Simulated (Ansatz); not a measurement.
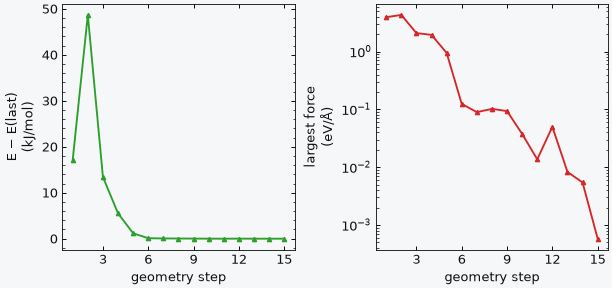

History of a geometry optimisation.

System: CH2O (SMILES C=O).
Method: Ansatz, PBE0/def2-SVP, Gaussian basis.

Question: How did it end, and what did it gain?

Answer: The optimisation met its thresholds at geometry 15, counting the start as the first. The energy fell by about 17 kJ/mol from the first step to the last, with a rise at step 2. The largest force goes from about 3.9 eV/Å at the start to 6 × 10⁻⁴ eV/Å at the end.

Question: By which step was nine tenths of the energy gained?

Answer: By step 5 of 15.
